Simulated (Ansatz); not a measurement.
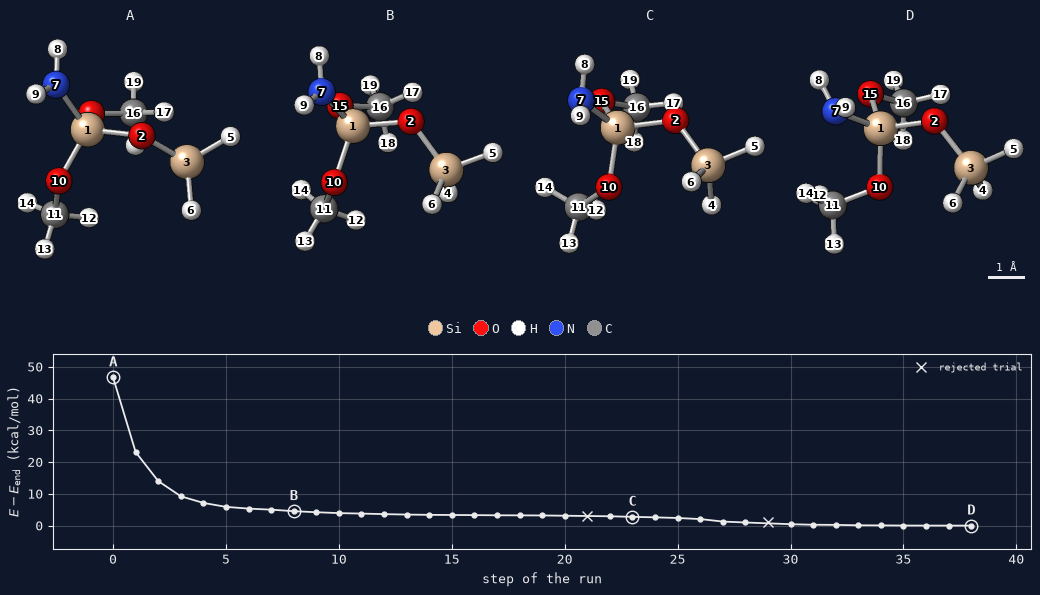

Frames of a relaxation of C2H11NO3Si2, marked on the history of the run. Style: ball-and-stick. Shown from a free direction.

The run prepares the start of a later molecular dynamics calculation, from a guessed geometry.

These are results of RKS B3LYP/STO-3G in Ansatz, not measurements. Set-up: no spin polarisation; force threshold 0.02 eV/Å; at most 40 steps.

### Describe the path.

The largest move after the best rigid fit is that of H12, 1.62 Å. Largest moves by element: H 1.62 Å, O 1.42 Å, N 0.78 Å, Si 0.66 Å, C 0.57 Å. Among the contacts that change: Si1–N7 1.820 → 1.746 Å, O10–C11 1.420 → 1.461 Å, Si1–O10 1.679 → 1.707 Å, O2–Si3 1.680 → 1.699 Å. Bond angles that change, for instance: H8–N7–H9 120.0° → 106.6°, Si1–O15–C16 125.0° → 112.4°, Si1–O10–C11 125.0° → 113.5°. Groups turn about Si1–O10 by about 95°, Si1–O2 by about 80°, Si1–O15 by about 50°. Over 36 accepted moves (38 points after the start) the energy falls by 46.6 kcal/mol. The largest force component goes from 2.5 to 0.017 eV/Å. The line search rejected the trial steps at points 21, 29 of the run. The run took 4.4 min on 1 thread of Arm Neoverse V2, with other jobs on the host, peak memory 0.17 GiB. From step 0 to 8: H atoms move most (1.03 Å), energy −42.1 kcal/mol. From step 8 to 23: H atoms move most (0.89 Å), energy −1.79 kcal/mol. From step 23 to 38: H atoms move most (1.13 Å), energy −2.76 kcal/mol.

```
step  E − E(0), kcal/mol  largest force component, eV/Å      note
   0                0.00                         2.4528          
   1              -23.51                         1.6196          
   2              -32.62                         0.6733          
   3              -37.40                         0.4698          
   4              -39.49                         0.3412          
   5              -40.73                         0.3430          
   6              -41.28                         0.2221          
   7              -41.61                         0.4487          
   8              -42.09                         0.1909          
   9              -42.42                         0.1628          
  10              -42.69                         0.2394          
  11              -42.84                         0.3482          
  13              -43.16                         0.0588          
  14              -43.24                         0.1032          
  16              -43.33                         0.0975          
  17              -43.38                         0.0912          
  19              -43.44                         0.0799          
  20              -43.52                         0.1232          
  22              -43.69                         0.1488          
  23              -43.88                         0.1327          
  25              -44.24                         0.4351          
  26              -44.57                         0.4638          
  28              -45.65                         0.6440          
  29              -45.52                         0.3621  rejected
  31              -46.36                         0.0561          
  32              -46.40                         0.3474          
  34              -46.57                         0.0881          
  35              -46.61                         0.0410          
  37              -46.63                         0.0583          
  38              -46.63                         0.0173
```

Limits of the set-up: STO-3G is a minimal basis, so the numbers are rough.
